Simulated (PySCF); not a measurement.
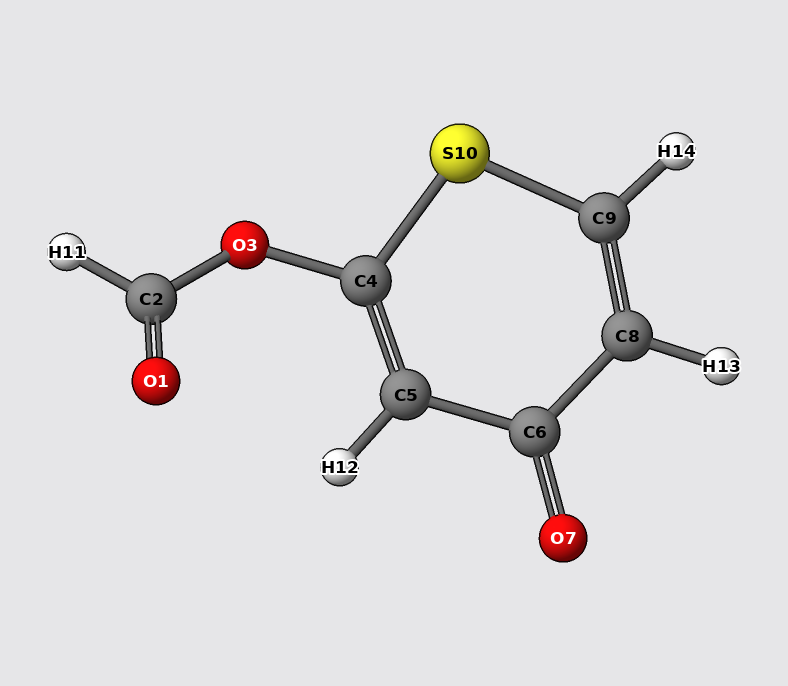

The questions are on isotropic NMR shieldings of the O atoms. Geometry: an end point of a reaction path computed with GFN2-xTB. Level of theory: GIAO PBE0/pcSseg-1 NMR shielding, non-relativistic, gas phase (PySCF 2.14.0).

Give the isotropic NMR shieldings of the O atoms atom by atom.

```csv
atom,σ (ppm)
O1,−129.7
O3,85.8
O7,−273.6
```
